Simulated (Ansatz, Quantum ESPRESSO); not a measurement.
# arsenene, 2 layers, AB stacking: the dipole at a withheld member of a series

How the rows were computed: Quantum ESPRESSO 7.5, PBE, GBRV ultrasoft. Cell and atoms are relaxed without a field with a D3(BJ) correction and then held. Sawtooth field with dipole correction, 17 Å of vacuum in the starting cell, Fermi-Dirac smearing of 0.002 Ry; bands along a path at each field. The series steps the field along the normal.

```
field along the normal  dipole (e Å)
                 0 V/Å        0.0001
              0.05 V/Å        0.0241
               0.1 V/Å        0.0482
               0.2 V/Å        0.0965
               0.4 V/Å        0.1932
```

One more run was made and is withheld. What is the dipole at 0.3 V/Å?

**Worked estimate.** The rows at 0.2 V/Å and 0.4 V/Å give a slope of (0.1932 − (0.0965))/(0.4 − (0.2)) = 0.4835, so a straight line gives 0.1448 e Å. A parabola through these and the row at 0.1 V/Å gives 0.1448 e Å.

**The withheld run.** 0.1448 e Å. The line misses by 0.0000 and the parabola by 0.0000 e Å. Both misses are under 5 % of the step from the nearer row.

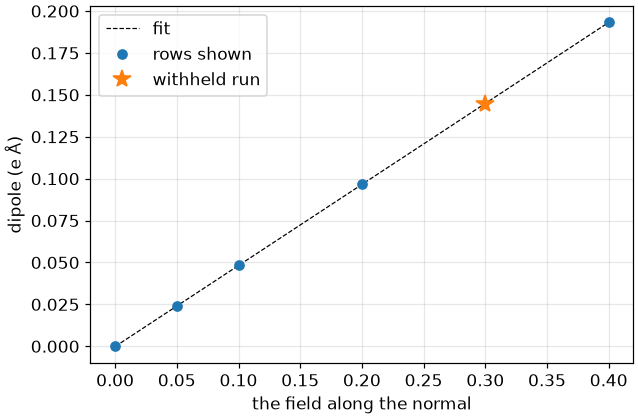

The rows shown, the fit and the withheld run.

**Limits.** Ions are held; semilocal gaps are too small; in strong fields empty levels can belong to the vacuum; one stacking. Members without a usable value, or on the other side of zero field or charge, are not listed.

[Logs are printed without paths, hosts, clocks, repeated set-up lines and the standing remarks that a program may print on its own settings, such as how far it seeks lower states.]
